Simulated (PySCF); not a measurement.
TiNCl: frequency calculation

System: TiNCl.
Method: RKS-based PBE0, Ti def2-TZVP, N def2-TZVP, Cl def2-TZVP; non-relativistic Hamiltonian; density fitting (PySCF 2.14.0).

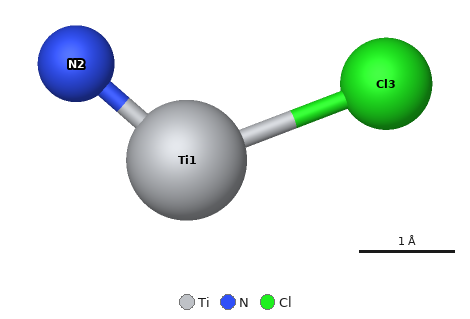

*The structure (ball-and-stick view, seen on its broad side; atoms are numbered from 1 in the order of the input). Sticks mark near contacts.*

Bond lengths as drawn: Cl–Ti 2.27 Å and N–Ti 1.55 Å.

## Key numbers

| quantity | value |
| --- | --- |
| outcome | converged |
| total energy | −1364.037084 hartree |
| HOMO | −7.11 eV |
| LUMO | −2.64 eV |
| zero-point energy | 0.004051 hartree |
| dipole moment | 5.99 D |
| wavenumbers, lowest and highest | 190 and 1169 cm⁻¹ |
| hardware | 2 threads of Intel Xeon (Sapphire Rapids), 64 GiB of memory available, shared host |
| wall time | 34 s (CPU time 66 s) |
| peak memory | 1 GiB |

## Input file
```python
from pyscf import gto, scf, dft
mol = gto.M(atom='''
Ti    -0.511666     0.000000    -0.538701
N     -1.835893     0.000000     0.257259
Cl     1.436532     0.000000     0.635355''',
    basis={'Ti': 'def2-TZVP', 'N': 'def2-TZVP', 'Cl': 'def2-TZVP'},
    charge=0, spin=0)
mf = dft.RKS(mol, xc='PBE0')
mf.grids.atom_grid = (75, 302)
aux = {'Ti': 'def2-universal-JKFIT', 'N': 'def2-universal-JKFIT', 'Cl': 'def2-universal-JKFIT'}
mf = mf.density_fit(auxbasis=aux)
mf.conv_tol = 1e-09
mf.diis_space = 10
mf.max_cycle = 60
mf.verbose = 4
mf.kernel()
```

The script is an equivalent of the set-up of the self-consistent field. The run itself was carried out by a driver, which started from the orbitals of the step before it where there was one and computed the further properties.

Command:
```bash
OMP_NUM_THREADS=2 python axn.py task.json out
```

## Output
```
init E= -1364.03708397193
  HOMO = -0.261343189576719  LUMO = -0.0970174995845096  gap/eV = 4.47153
cycle= 1 E= -1364.03708397193  delta_E= 4.55e-13  |g|= 8e-06  |ddm|= 7.86e-06
  HOMO = -0.261341505517144  LUMO = -0.0970173484448654  gap/eV = 4.47149
Extra cycle  E= -1364.03708397179  delta_E= 1.39e-10  |g|= 2.82e-05  |ddm|= 1.61e-05
converged SCF energy = -1364.03708397179
```

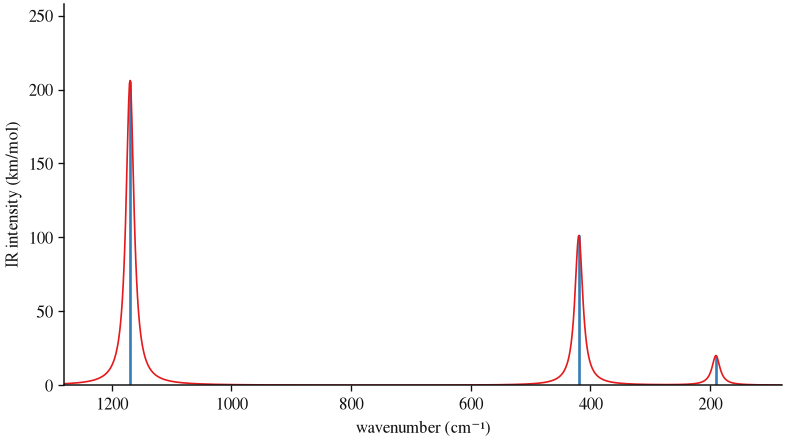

*Harmonic infrared spectrum, unscaled: sticks (degenerate modes added up, dark ones marked on the axis) with a Lorentzian envelope of 16 cm⁻¹ full width, scaled to the tallest stick.*

3 modes from 190 to 1169 cm⁻¹, none imaginary. The strongest line is at 1169 cm⁻¹ (206 km/mol). All modes, in cm⁻¹ (km/mol): 190 (20.0), 419 (101), 1169 (206).

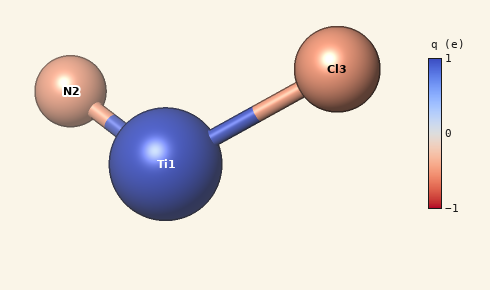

*Mulliken charges, as the colour of each atom (ball-and-stick view, seen at a tilt; atoms are numbered from 1 in the order of the input).*

By element: Ti +0.96, N −0.48 and Cl −0.48 e.
